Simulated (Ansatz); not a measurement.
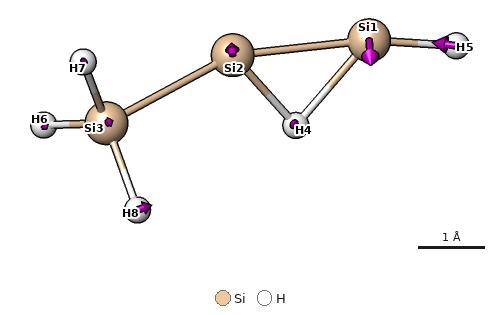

This is a relaxation of Si₃H₅ (charge +1). The starting structure is drawn; purple arrows show the displacements, at their true length. The two geometries are superimposed by the best rigid fit.

Style: ball-and-stick. Shown from a free direction.

It is one of the separated reactants of a reaction.

Theory: RKS PBE-D4/def2-SVP (Ansatz).

The input:
```yaml
crystal:
  periodic: [false, false, false]
  atoms:
    - {symbol: Si, position_ang: [1.954785, 1.061293, 1.955644]}
    - {symbol: Si, position_ang: [0.431033, -0.074045, 0.895837]}
    - {symbol: Si, position_ang: [-1.043880, -0.665457, -0.900108]}
    - {symbol: H, position_ang: [0.505770, 1.558265, 1.146119]}
    - {symbol: H, position_ang: [2.800376, 2.006662, 2.594122]}
    - {symbol: H, position_ang: [-2.366621, -0.700676, -0.241618]}
    - {symbol: H, position_ang: [-0.529681, -1.988238, -1.313809]}
    - {symbol: H, position_ang: [-0.871005, 0.411239, -1.897022]}
basis:
  gaussian: {orbitals: def2-SVP}
total_charge: 1
hamiltonian: {xc: pbe, dispersion: d4}
relax: {f_tol: 0.03, max_steps: 250}
```

Command:
```bash
ansatz run in.yaml --threads 2 --pin off --events-out ev --progress --plain --max-ram 4352MiB
```

**Which element moves most?**

Silicon: up to 0.67 Å, against 0.41 Å for hydrogen.

**What did the optimiser do to the structure, and how much energy did it gain?**

The largest move after the best rigid fit is that of Si1, 0.67 Å. By element the largest moves are Si 0.67 Å, H 0.41 Å. Among the contacts that change: Si1–H5 1.420 → 1.512 Å, Si2–H4 1.653 → 1.712 Å, Si3–H6 1.478 → 1.497 Å, Si2–Si3 2.398 → 2.411 Å. Bond angles that change, for instance: Si2–Si1–H5 169.6° → 121.2°, Si1–Si2–Si3 157.6° → 129.0°, H4–Si1–H5 121.1° → 99.4°. After 12 accepted moves (13 points after the start) the energy has fallen by 82.6 kJ/mol. Largest force component: 2.6 eV/Å at the start, 0.017 eV/Å at the end. The line search rejected the trial step at point 6 of the run. The run took 17 s on 2 threads of Arm Neoverse V1, on a shared host.
